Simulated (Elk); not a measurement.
# MnHg: energy against a fixed spin moment, part 2 of 2

Wanted: E(M) for MnHg, to see how near it is to a magnetic instability.

Elk 11.2.3 (patched build); PBEsol; all-electron APW+lo, Dirac cores, scalar-relativistic bands.

So far, magnetization (μB): step 2 (unconstrained state) 3.92; step 3 (moment fixed at 3.304 μB) 3.30.

## 4. Moment fixed at 2.643 μB

elk.in reads:

```
tasks
  1

xctype
  22

rgkmax
  7.0

nempty
  14

swidth
  0.003

reducebf
  0.5

epsengy
  1e-05

maxscl
  120

lmaxi
  3

spinpol
  .true.

fsmtype
  1

momfix
  0.000000 0.000000 2.643000

taufsm
  0.005

sppath
  './'

avec
  6.26444210313 0.00000000000 0.00000000000
  0.00000000000 6.26444210313 0.00000000000
  0.00000000000 0.00000000000 6.26444210313

atoms
  2
  'Mn.in'
  1
  0.5000000000 0.5000000000 0.5000000000   0.000000 0.000000 -0.000262
  'Hg.in'
  1
  0.0000000000 0.0000000000 0.0000000000   0.000000 0.000000 0.000000

ngridk
  8 8 8
```

The run is started by

```console
$ OMP_NUM_THREADS=4 elk
```

Numbers of over 12 decimals in the logs are rounded to 6 here.

What it wrote:

```text
┌─────────────────────────┐
│ Elk code version 11.2.3 │
└─────────────────────────┘

All units are atomic (Hartree, Bohr, etc.)

┌──────────────────────────────────────────┐
│ Ground-state run resuming from STATE.OUT │
└──────────────────────────────────────────┘

Lattice vectors :
   6.264442103       0.000000000       0.000000000
   0.000000000       6.264442103       0.000000000
   0.000000000       0.000000000       6.264442103

Species : 1 (Mn)
 muffin-tin radius :    2.400000000
[...]
total in muffin-tins        :    102.7185895
 total calculated charge     :    104.9996755
 total charge                :    105.0000000
 error                       :   0.3245040880E-03

Moments :
 interstitial                :  -0.4334995653E-01
 muffin-tins
  species : 1 (Mn)
   atom 1                    :    2.837451572
  species : 2 (Hg)
   atom 1                    :  -0.1510753988
 total in muffin-tins        :    2.686376174
 total moment                :    2.643026217

FSM global effective field   :   0.1811151134E-01

┌──────────────────────────────┐
│ Self-consistent loop stopped │
└──────────────────────────────┘

Wrote STATE.OUT

[key lines of the parts left out:]
total energy                :     -20813.954083646
```

It took 2.1 min on 4 threads of Arm Neoverse V1, shared host; peak memory 0.37 GiB; 7.7 min of CPU time.

Read from the output:

```yaml
magnetization: 2.643 μB
```

It lies 385 meV a cell above the free run.

## 5. Moment fixed at 5.287 μB

Edit elk.in of step 4 so:

```diff
@@ -34,3 +34,3 @@
 momfix
-  0.000000 0.000000 2.643000
+  0.000000 0.000000 5.287000
```

The run is started by

```console
$ OMP_NUM_THREADS=4 elk
```

What it wrote:

```text
┌─────────────────────────┐
│ Elk code version 11.2.3 │
└─────────────────────────┘

All units are atomic (Hartree, Bohr, etc.)

┌──────────────────────────────────────────┐
│ Ground-state run resuming from STATE.OUT │
└──────────────────────────────────────────┘

Lattice vectors :
   6.264442103       0.000000000       0.000000000
   0.000000000       6.264442103       0.000000000
   0.000000000       0.000000000       6.264442103

Species : 1 (Mn)
 muffin-tin radius :    2.400000000
[...]
total in muffin-tins        :    102.7305544
 total calculated charge     :    104.9996988
 total charge                :    105.0000000
 error                       :   0.3012183860E-03

Moments :
 interstitial                :   0.4763376592
 muffin-tins
  species : 1 (Mn)
   atom 1                    :    4.473289192
  species : 2 (Hg)
   atom 1                    :   0.3372967871
 total in muffin-tins        :    4.810585979
 total moment                :    5.286923638

FSM global effective field   :  -0.4799728799E-01

┌──────────────────────────────┐
│ Self-consistent loop stopped │
└──────────────────────────────┘

Wrote STATE.OUT

[key lines of the parts left out:]
total energy                :     -20813.933992708
```

Elapsed: 2.3 min, on 4 threads; peak memory 0.37 GiB; 8.8 min of CPU time.

This step gave:

* magnetization: 5.287 μB

It lies 932 meV a cell above the free run.

## 6. Moment fixed at 1.983 μB

Edit elk.in of step 5 so:

```diff
@@ -34,3 +34,3 @@
 momfix
-  0.000000 0.000000 5.287000
+  0.000000 0.000000 1.983000
```

The run is started by

```console
$ OMP_NUM_THREADS=4 elk
```

What it wrote:

```text
Warning(gndstate): failed to reach self-consistency after 120 loops

--- INFO.OUT ---
┌─────────────────────────┐
│ Elk code version 11.2.3 │
└─────────────────────────┘

All units are atomic (Hartree, Bohr, etc.)

┌──────────────────────────────────────────┐
│ Ground-state run resuming from STATE.OUT │
└──────────────────────────────────────────┘

Lattice vectors :
   6.264442103       0.000000000       0.000000000
   0.000000000       6.264442103       0.000000000
   0.000000000       0.000000000       6.264442103

Species : 1 (Mn)
[...]
total in muffin-tins        :    102.7099216
 total calculated charge     :    104.9996795
 total charge                :    105.0000000
[...]
Moments :
 interstitial                :  -0.5594543813E-01
 muffin-tins
  species : 1 (Mn)
   atom 1                    :    2.164157378
  species : 2 (Hg)
   atom 1                    :  -0.1230410744
 total in muffin-tins        :    2.041116304
 total moment                :    1.985170865

FSM global effective field   :   0.1930000924E-01

┌──────────────────────────────┐
│ Self-consistent loop stopped │
└──────────────────────────────┘

Wrote STATE.OUT

[key lines of the parts left out:]
total energy                :     -20813.941102068
```

Wall time 4.9 min (4 threads); peak memory 0.38 GiB.

The run stopped without converging, so none of its numbers is a property of the system.

A smaller mixing step or another start is the usual next try.

After 120 loops the RMS change of the potential stands at 4e-06 Ha, and it does not fall steadily.

## 7. Another try

A slip in the input shows what the program catches and what it lets pass.

elk.in reads:

```
tasks
  0

xctype
  22

rgkmax
  7.0

nempty
  14

swidth
  0.003

reducebf
  0.5

epsengy
  1e-05

maxscl
  75

lmaxi
  3

spinpol
  .true.

spinsprl
  .true.

vqlss
  0.5 0.5

sppath
  './'

avec
  6.26444210313 0.00000000000 0.00000000000
  0.00000000000 6.26444210313 0.00000000000
  0.00000000000 0.00000000000 6.26444210313

atoms
  2
  'Mn.in'
  1
  0.5000000000 0.5000000000 0.5000000000   0.000000 0.000000 -0.262500
  'Hg.in'
  1
  0.0000000000 0.0000000000 0.0000000000   0.000000 0.000000 0.000000

ngridk
  8 8 8
```

The run is started by

```console
$ OMP_NUM_THREADS=4 elk
```

What it wrote:

```text
Fortran runtime error: End of file

	at <dir>
	at <dir>

┌─────────────────────────────────┐
│ Elk code version 11.2.3 started │
└─────────────────────────────────┘
```

The job ended after 0.07 s (4 threads; peak memory 0.05 GiB).

The program refused the input before any cycle.

The fault put into the input: a spiral wavevector with two numbers.

vqlss takes three components.

## 8. E(M)

In all 9 moments were held (0, 0.661, 1.322, 1.983, 2.643, 3.304, 3.965, 4.626, 5.287 μB), each run going on from a saved state. The curve holds those that converged and the free run; sizes are given without sign.

Table of energy over the lowest by total spin moment:

```
total spin moment (μB a cell)  energy over the lowest (meV a cell)
                         2.64                                  385
                         3.30                                  106
                         3.92                                    0
                         3.96                                 1.08
                         4.63                                  248
                         5.29                                  932
```

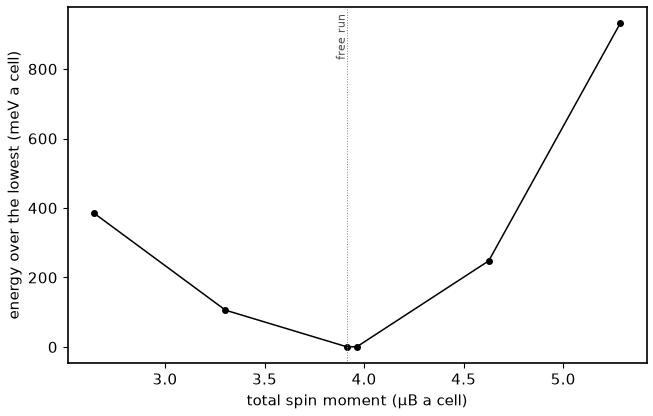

Energy over the lowest, plotted against total spin moment.

The slope dE/dM read from the holding field by total spin moment:

```
total spin moment (μB a cell)  slope dE/dM read from the holding field (meV/μB)
                         2.64                                              -493
                         3.30                                              -327
                         3.96                                              35.3
                         4.63                                               755
                         5.29                                              1306
```

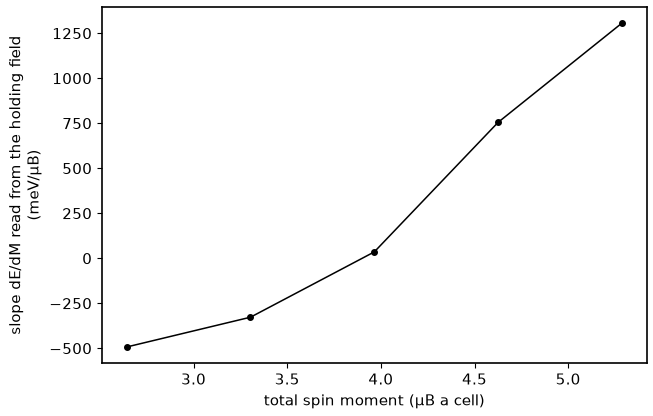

Slope dE/dM read from the holding field against total spin moment.

## 9. Results

```yaml
moment_of_the_free_run: 3.92 μB a cell
moment_of_the_lowest_point: 3.92 μB a cell
```

What this shows: The curve is lowest at 3.92 μB a cell and has risen by 932 meV at 5.29 μB. 4 of 9 held runs did not converge (1.983, 1.322, 0.661, 0 μB), so the curve is unknown there and other minima can't be ruled out. The field's energy is not in the curve.

[Logs and program files are shortened in this print: banners, set-up blocks, solver, clock and traceback lines can be left out without a mark of their own.]

[Logs are printed without paths, hosts, clocks, repeated set-up lines and the standing remarks that a program may print on its own settings, such as how far it seeks lower states.]

[Hosts, paths, dates, database ids (printed as entryN), source tags and the programs' standing remarks are cut or masked in the printed files.]

[Where a cell is said to come from a database of computed structures, the database is the Materials Project.]
